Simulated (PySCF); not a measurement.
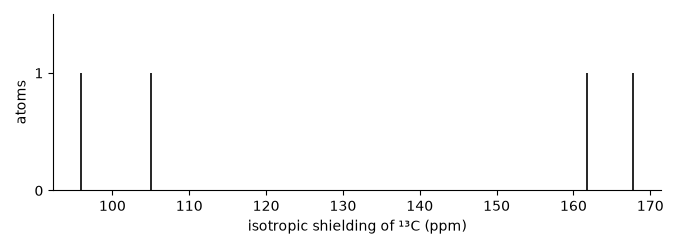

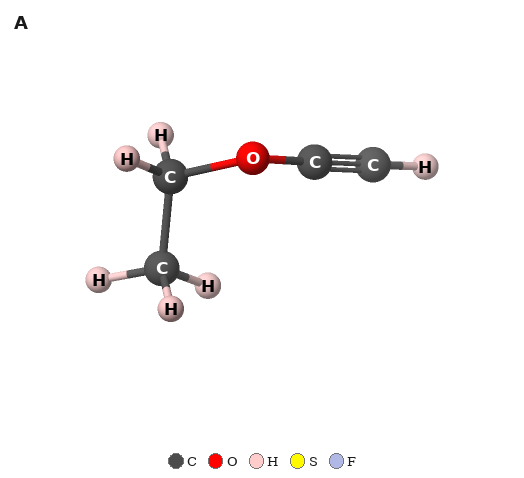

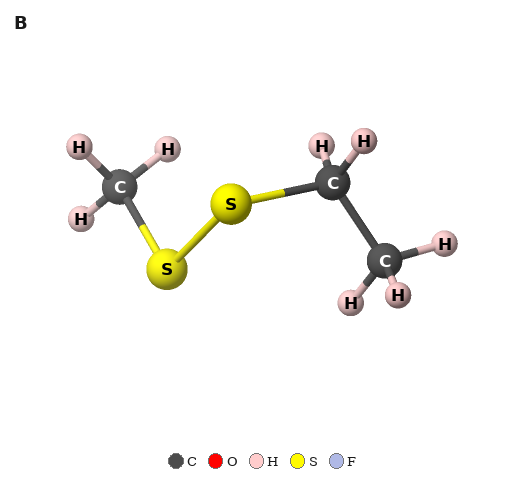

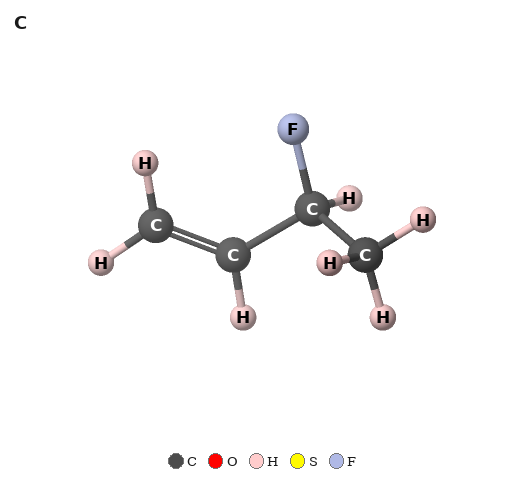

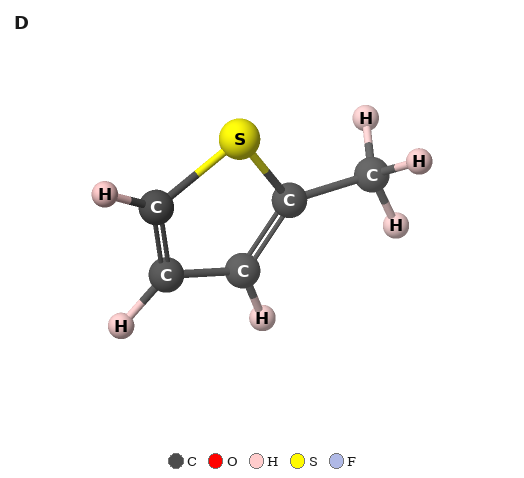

The sticks are computed shieldings of one of the molecules, for one fixed geometry (PBE0-D3(BJ)/def2-TZVP) without averaging over rotations. Low shielding means a high chemical shift. Method: GIAO KT3/pcSseg-2 NMR shielding, non-relativistic, gas phase (PySCF 2.14.0).

Question: Which molecule gives this pattern?

Answer: A, `C#COCC`. Its 4 C atoms give lines at 95.9, 105.1, 161.7, 167.8 ppm.
